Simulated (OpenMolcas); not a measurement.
**One shape, several levels: CH6B2O (SMILES BB(C)O)**

Wanted: a comparison of 6 runs (HF/def2-SVP, B3LYP/6-31G*, B2PLYP/def2-SVP, BHLYP/def2-SVP, PBE/def2-SVP, TPSS/def2-SVP) of CH6B2O. 

The calculation is run with OpenMolcas 26.06.

### Step 1. Starting point

The species is CH6B2O (10 atoms), meant as a singlet with charge 0. SMILES: `BB(C)O`. The shape is that of a PBE0-D4/def2-TZVP optimisation. This is one conformer, not always the lowest.

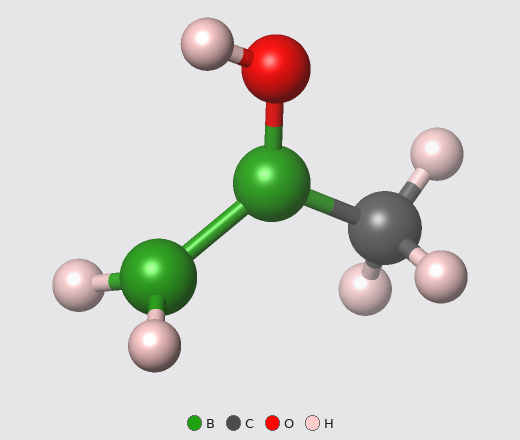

Viewed from a chosen angle; boron green, carbon dark grey, oxygen red, hydrogen pink.

### Step 2. Energy and forces at HF/def2-SVP (run 1)

mol.inp

```
&GATEWAY
  BasLib=$CurrDir
  Coord
  10
  angstrom
  B       -1.157400       0.826800      -0.622100
  B        0.289400       0.045900      -0.271000
  C        0.377300      -0.834700       1.032200
  O        1.432600       0.117800      -1.017900
  H       -2.010400       0.312100      -1.292200
  H       -1.440400       1.898900      -0.162200
  H       -0.546500      -1.371000       1.265900
  H        1.200400      -1.552500       0.975700
  H        0.572700      -0.174500       1.886700
  H        1.365300       0.679800      -1.792300
  Basis=def2-SVP
  Group=NoSym

&SEWARD

&SCF
  Thresholds=1e-10 1e-07 1e-07 1e-05
  PrOrbitals=1

&ALASKA
```

The basis set def2-SVP is read from a file made from the Basis Set Exchange's data (not shown).

The run is started by

```sh
$ export MOLCAS_MEM=1860
$ pymolcas mol.inp > mol.log
```

The log of the run:

```text
--- Start Module: gateway ---
[...]
--- Stop Module: gateway /rc=_RC_ALL_IS_WELL_ ---
[...]
      Basis functions           86
[...]
--- Start Module: scf ---
[...]
       Convergence after  13 Iterations
[...]
::    Total SCF energy                               -165.4890215429
[...]
      Total spin, S                                     0.0000000000
[...]
      Total electronic charge=   30.000000
      Total            charge=   -0.000000
[...]
      Dipole Moment (debye):
      Origin of the operator (angstrom)=    0.3036    0.0226   -0.2290
                   X= -4.1726E-01               Y=  8.2624E-01               Z= -8.5359E-01           Total=  1.2591E+00
      Quadrupole Moment (debye*angstrom):
[...]
 *              Molecular gradients               *
 **************************************************
  Irreducible representation: a
 ------------------------------------------------------------------------------------------
                              X                       Y                       Z
 ------------------------------------------------------------------------------------------
  B1                1.11459821616271E-02   -6.15883351312285E-03    2.84583062828314E-03
  B2               -1.68350321870046E-02    4.03246544241620E-03    4.17821328214996E-03
  C3               -1.23559342598141E-03    4.58234734277019E-03   -6.79393372539927E-03
  O4                8.17579498425758E-03   -1.23875848875683E-02    1.29971423965953E-02
  H5                1.09512919575128E-03    9.62336262224639E-04    1.40651295313399E-03
  H6                6.80725550926686E-05   -1.90915036936445E-03   -6.81556739185019E-04
  H7                1.96141008679263E-05    2.88863280936136E-04    2.30544390405152E-04
  H8                9.25022860528202E-04   -4.35300000536376E-04   -3.94074415846823E-04
[...]
```

Run time: 6 s. Hardware: 1 thread of Intel Xeon 6975P-C (Granite Rapids), shared host; peak memory 0.47 GiB.

### Step 3. Energy and forces at B3LYP/6-31G(d) (spherical functions) (run 2)

coord.xyz

```xyz
10

B     -1.157400     0.826800    -0.622100
B      0.289400     0.045900    -0.271000
C      0.377300    -0.834700     1.032200
O      1.432600     0.117800    -1.017900
H     -2.010400     0.312100    -1.292200
H     -1.440400     1.898900    -0.162200
H     -0.546500    -1.371000     1.265900
H      1.200400    -1.552500     0.975700
H      0.572700    -0.174500     1.886700
H      1.365300     0.679800    -1.792300
```

calc.input

```
&gateway
 baslib
 $CurrDir
 coord
 coord.xyz
 basis
 6-31Gs
 group
 NoSym

&seward
 gridinput
 Grid=UltraFine
 End of Grid

&scf
 ksdft
 B3LYP
 thresholds
 1e-10 1e-07 1e-07 1e-05
 prorbitals
 1

&alaska
```

The basis set 6-31G* is read from a file made from the Basis Set Exchange's data (not shown).

The run is started by

```sh
$ export MOLCAS_MEM=1860
$ pymolcas calc.input > calc.log
```

The log of the run:

```text
--- Start Module: gateway ---
[...]
--- Stop Module: gateway /rc=_RC_ALL_IS_WELL_ ---
[...]
      Basis functions           68
[...]
--- Start Module: scf ---
[...]
       Convergence after  14 Iterations
[...]
::    Total KS-DFT energy                            -166.6535993465
[...]
      Total spin, S                                     0.0000000000
[...]
      Total electronic charge=   30.000000
      Total            charge=   -0.000000
[...]
      Dipole Moment (debye):
      Origin of the operator (angstrom)=    0.3036    0.0226   -0.2290
                   X= -5.6077E-02               Y=  6.8047E-01               Z= -8.0421E-01           Total=  1.0550E+00
      Quadrupole Moment (debye*angstrom):
[...]
 *              Molecular gradients               *
 **************************************************
  Irreducible representation: a
 ------------------------------------------------------------------------------------------
                              X                       Y                       Z
 ------------------------------------------------------------------------------------------
  B1                1.68308035068687E-03   -9.88267521010666E-04    3.23194797073434E-04
  B2                2.76791185610126E-03   -2.21685277972350E-03    2.39359442801268E-03
  C3               -7.47437873049706E-04    7.31609425734803E-04   -1.61973205794386E-03
  O4               -6.18697130745893E-03    5.71898042128804E-03   -4.73433615520324E-03
  H5                5.55323239336492E-04   -3.78474377235705E-04    1.34772202094346E-04
  H6                6.47789888998940E-04   -2.66856197893350E-04    2.06908281292328E-04
  H7                1.76038339713580E-03    1.57373404623207E-03   -6.78204488332224E-04
  H8               -1.54279861907991E-03    1.73216361075612E-03   -3.43618766656423E-04
[...]
```

Run time: 21 s. Hardware: 1 thread of Intel Xeon 6975P-C (Granite Rapids), shared host; peak memory 0.41 GiB.

Runs 3 to 4 aren't shown in full; the table further down has their settings and results.

### Step 4. Energy and forces at PBE/def2-SVP (run 5)

test.inp

```
&GATEWAY
  BasLib = $CurrDir
  Coord
  10
  angstrom
  B       -1.157400       0.826800      -0.622100
  B        0.289400       0.045900      -0.271000
  C        0.377300      -0.834700       1.032200
  O        1.432600       0.117800      -1.017900
  H       -2.010400       0.312100      -1.292200
  H       -1.440400       1.898900      -0.162200
  H       -0.546500      -1.371000       1.265900
  H        1.200400      -1.552500       0.975700
  H        0.572700      -0.174500       1.886700
  H        1.365300       0.679800      -1.792300
  Basis = def2-SVP
  Group = NoSym

&SEWARD
  GridInput
  Grid=UltraFine
  End of Grid

&SCF
  KSDFT = PBE
  Thresholds = 1e-10 1e-07 1e-07 1e-05
  PrOrbitals = 1 2

&ALASKA
```

The basis set def2-SVP is read from a file made from the Basis Set Exchange's data (not shown).

The run is started by

```sh
$ export MOLCAS_MEM=1860
$ pymolcas test.inp > test.log
```

The log of the run:

```text
--- Start Module: gateway ---
[...]
--- Stop Module: gateway /rc=_RC_ALL_IS_WELL_ ---
[...]
      Basis functions           86
[...]
--- Start Module: scf ---
[...]
       Convergence after  16 Iterations
[...]
::    Total KS-DFT energy                            -166.2911829426
[...]
      Total spin, S                                     0.0000000000
[...]
      Total electronic charge=   30.000000
      Total            charge=   -0.000000
[...]
      Dipole Moment (debye):
      Origin of the operator (angstrom)=    0.3036    0.0226   -0.2290
                   X=  7.3379E-02               Y=  6.0212E-01               Z= -7.5233E-01           Total=  9.6641E-01
      Quadrupole Moment (debye*angstrom):
[...]
 *              Molecular gradients               *
 **************************************************
  Irreducible representation: a
 ------------------------------------------------------------------------------------------
                              X                       Y                       Z
 ------------------------------------------------------------------------------------------
  B1               -5.46036956370166E-03    2.98350310591533E-03   -1.65199271940741E-03
  B2                3.07313051102476E-03   -2.32779179706011E-03    1.49810169626452E-03
  C3                1.29579571367484E-03   -2.24382047510607E-03    4.23418284942523E-03
  O4               -9.34684621273263E-03    8.67449303111223E-03   -7.19942969866194E-03
  H5                7.05200768130254E-03    3.71742844690903E-03    5.34394591116949E-03
  H6                2.71993352785438E-03   -8.54716095645358E-03   -3.43906464860189E-03
  H7                8.74071841634683E-03    5.18009720200530E-03   -2.57496633733645E-03
  H8               -8.19819199847771E-03    6.96325871586101E-03    7.70380825424716E-04
[...]
```

Wall time 28 s (1 thread of Intel Xeon 6975P-C (Granite Rapids), shared host); peak memory 0.47 GiB.

### Step 5. Energy and gradient at TPSS/def2-SVP (run 6)

job.inp

```
* CH6B2O Kohn-Sham DFT

&gateway
 baslib
 $CurrDir
 coord
 10
 angstrom
 B       -1.157400       0.826800      -0.622100
 B        0.289400       0.045900      -0.271000
 C        0.377300      -0.834700       1.032200
 O        1.432600       0.117800      -1.017900
 H       -2.010400       0.312100      -1.292200
 H       -1.440400       1.898900      -0.162200
 H       -0.546500      -1.371000       1.265900
 H        1.200400      -1.552500       0.975700
 H        0.572700      -0.174500       1.886700
 H        1.365300       0.679800      -1.792300
 basis
 def2-SVP
 group
 NoSym

&seward
 gridinput
 Grid=UltraFine
 End of Grid

&scf
 ksdft
 2
 1.0 MGGA_X_TPSS
 1.0 MGGA_C_TPSS
 thresholds
 1e-10 1e-07 1e-07 1e-05
 prorbitals
 1 1

&alaska
```

The basis set def2-SVP is read from a file made from the Basis Set Exchange's data (not shown).

The run is started by

```sh
$ export MOLCAS_MEM=1860
$ pymolcas job.inp > job.log
```

The log of the run:

```text
--- Start Module: gateway ---
[...]
--- Stop Module: gateway /rc=_RC_ALL_IS_WELL_ ---
[...]
      Basis functions           86
[...]
--- Start Module: scf ---
[...]
       Convergence after  14 Iterations
[...]
::    Total KS-DFT energy                            -166.5599732479
[...]
      Total spin, S                                     0.0000000000
[...]
      Total electronic charge=   30.000000
      Total            charge=   -0.000000
[...]
      Dipole Moment (debye):
      Origin of the operator (angstrom)=    0.3036    0.0226   -0.2290
                   X=  4.8214E-02               Y=  6.3459E-01               Z= -8.0063E-01           Total=  1.0228E+00
      Quadrupole Moment (debye*angstrom):
[...]
 *              Molecular gradients               *
 **************************************************
  Irreducible representation: a
 ------------------------------------------------------------------------------------------
                              X                       Y                       Z
 ------------------------------------------------------------------------------------------
  B1               -6.61883091376936E-04    3.27725720735916E-04   -3.20447284615888E-04
  B2                3.77283980697118E-03   -2.13764197052069E-03    1.09884230750179E-03
  C3               -2.76897205363811E-04   -4.82238433847648E-05    1.45822853220912E-03
  O4               -9.60353770625844E-03    7.92263371904300E-03   -5.96097547222429E-03
  H5                4.55860933403729E-03    2.20184340111085E-03    3.45825971144831E-03
  H6                1.85312410043947E-03   -5.47591083226573E-03   -2.06889258932019E-03
  H7                6.65820694561248E-03    4.09256006886793E-03   -1.91907026105631E-03
  H8               -6.07003950903096E-03    5.43797571451066E-03    1.30991348240211E-04
[...]
```

It took 35 s on 1 thread of Intel Xeon 6975P-C (Granite Rapids), shared host; peak memory 0.47 GiB.

### Step 6. The series

```
run                               level  integration grid      task  energy (Eh)  dipole moment (D)  HOMO energy (eV)  LUMO energy (eV)  wall time
  1                         HF/def2-SVP                 –  gradient  -165.489022               1.26            -11.01              1.86        6 s
  2  B3LYP/6-31G* (spherical functions)         UltraFine  gradient  -166.653599               1.05             -7.16             -1.64       21 s
  3                     B2PLYP/def2-SVP         UltraFine    energy  -166.343644               1.15             -8.87             -0.38       18 s
  4                      BHLYP/def2-SVP         UltraFine  gradient  -166.438844               1.14             -8.92             -0.71       26 s
  5                        PBE/def2-SVP         UltraFine  gradient  -166.291183               0.97             -6.14             -2.75       28 s
  6                       TPSS/def2-SVP         UltraFine  gradient  -166.559973               1.02             -6.29             -2.48       35 s
```

### Step 7. Outcome

| quantity | value |
| --- | --- |
| run 6: total energy | -166.55997 Eh |
| run 6: dipole moment | 1.02 D |
| run 6: HOMO energy | -6.29 eV |
| run 6: LUMO energy | -2.48 eV |
| run 6: HOMO–LUMO gap | 3.81 eV |
| run 6: largest force on an atom | 0.710 eV/Å |

In words: The dipole moment (its size) runs from 0.97 D (PBE/def2-SVP) to 1.26 D (HF/def2-SVP). The HOMO–LUMO gap runs from 3.39 eV (PBE/def2-SVP) to 12.86 eV (HF/def2-SVP). Exact exchange widens orbital gaps. For B2PLYP the log adds the whole second-order term; the table takes 0.27 of it, as the functional is defined. Totals of different functionals can't be ranked against each other. All runs together took 2.2 min, the longest 35 s.
